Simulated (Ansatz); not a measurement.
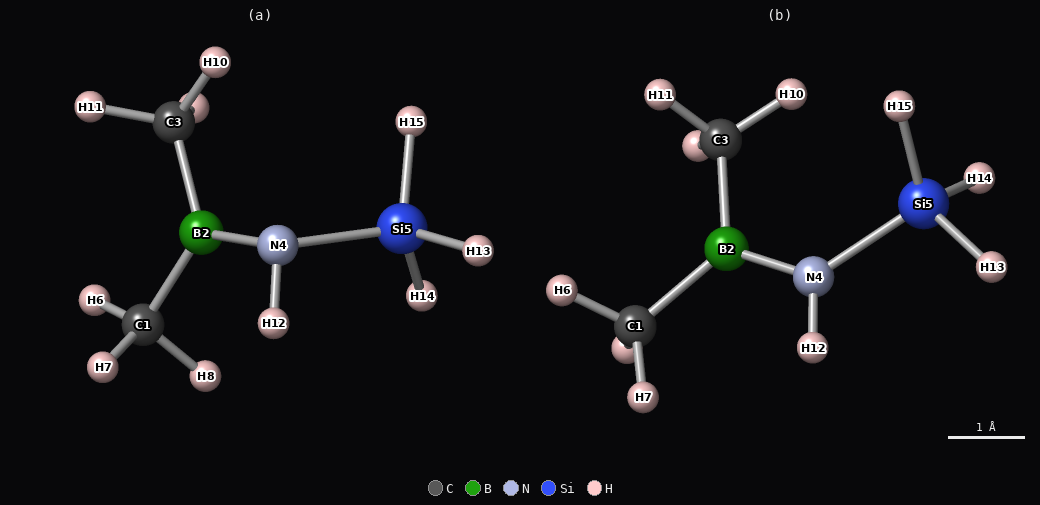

The structure of C2H10BNSi (coarse preliminary run) before (left) and after (right) a relaxation, at one scale.

Style: ball-and-stick. Shown at a tilt.

The start comes from a force field.

Level of theory: RKS PBE-D4/def2-SVP in Ansatz 0.2.0. (force threshold 0.03 eV/Å; at most 200 steps)

### What changed between the two?

Over 17 accepted moves (19 points after the start) the energy falls by 22.3 kcal/mol. Largest force component: 2.8 eV/Å at the start, 0.018 eV/Å at the end. The line search rejected the trial steps at points 8, 17 of the run. An H atom moves most after the best rigid fit: 1.64 Å. By element the largest moves are H 1.64 Å, N 0.83 Å, C 0.61 Å, Si 0.44 Å, B 0.33 Å. Among the contacts that change: B–N 1.580 → 1.425 Å, H–Si 1.454 → 1.505 Å, C–H 1.162 → 1.113 Å, C–H 1.071 → 1.110 Å. Among the angles between lasting bonds that change: B–N–Si 106.4° → 127.7°, B–N–H 103.4° → 116.7°, Si–N–H 104.4° → 115.6°. Groups turn about B–C by about 55°. The run took of the order of 120 core-seconds on a shared host.
